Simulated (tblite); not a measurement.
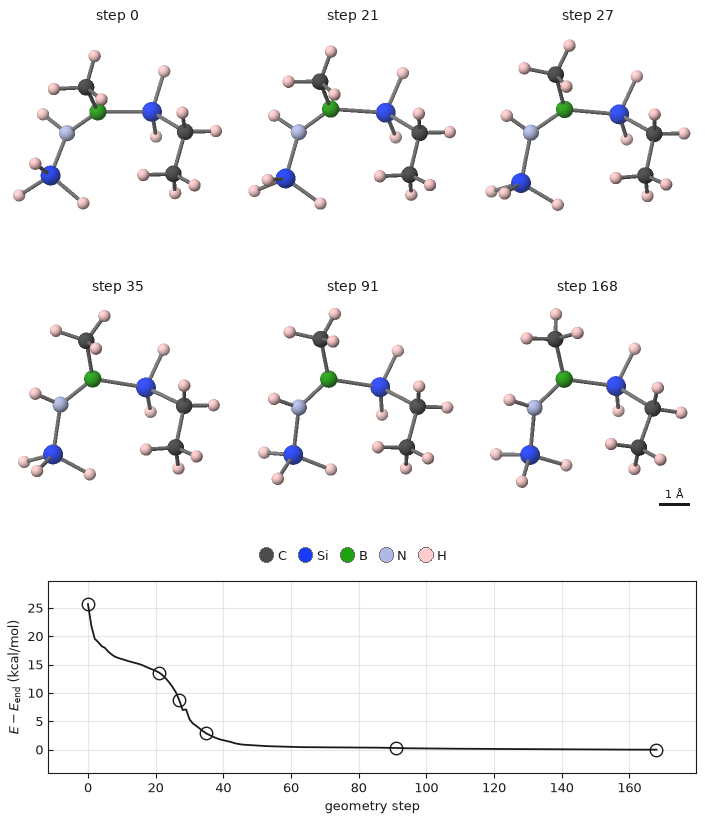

Frames of a relaxation of C3H14BNSi2, marked on the history of the run. Style: ball-and-stick. Shown face on.

These are results of GFN2-xTB geometry optimisation, gas phase in tblite, not measurements. 

### What happens along the run?

An H atom moves most after the best rigid fit: 1.83 Å. By element the largest moves are H 1.83 Å, N 1.16 Å, C 0.68 Å, Si 0.61 Å, B 0.39 Å. Near-neighbour distances that change, for instance: B–N 1.516 → 1.402 Å, N–Si 1.795 → 1.744 Å, C–Si 1.876 → 1.919 Å, B–Si 1.926 → 1.967 Å. Among the angles between lasting bonds that change: B–N–Si 109.1° → 135.0°, B–Si–H 109.5° → 117.9°, B–N–H 107.8° → 114.2°. Groups turn about B–Si by about 35°. Over 168 geometry steps the energy falls by 25.7 kcal/mol. From step 0 to 21: an H atom moves most (0.56 Å), energy −12.1 kcal/mol. From step 21 to 27: an H atom moves most (0.65 Å), energy −4.91 kcal/mol. From step 27 to 35: an H atom moves most (0.57 Å), energy −5.84 kcal/mol. From step 35 to 91: H atoms move most (0.36 Å), energy −2.56 kcal/mol. From step 91 to 168: H atoms move most (0.52 Å), energy −0.30 kcal/mol.
